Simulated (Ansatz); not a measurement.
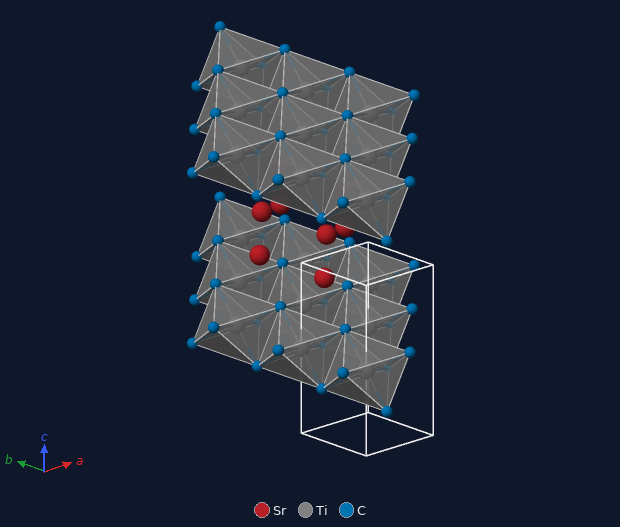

Polyhedra are drawn about Ti (bonds: C–Ti below 2.6 Å); other atoms are plain spheres.

The compound is Sr₂TiC₂ (space group P-3m1, No. 164), taken as the geometry relaxed with DFT PBE, scalar-relativistic, plane waves, PAW (Ansatz 0.2.0); the starting structure was generated, so it need not be a known form of this composition.

Sharing among the drawn polyhedra:

```csv
site,polyhedron,corner-sharing neighbours,edge-sharing,face-sharing,bond (Å)
Ti,TiC6 octahedron,0,6,0,2.28
```

They form layers of edge-sharing octahedra parallel to (001). Their corner atoms also have Sr as close neighbours (those links are not drawn).
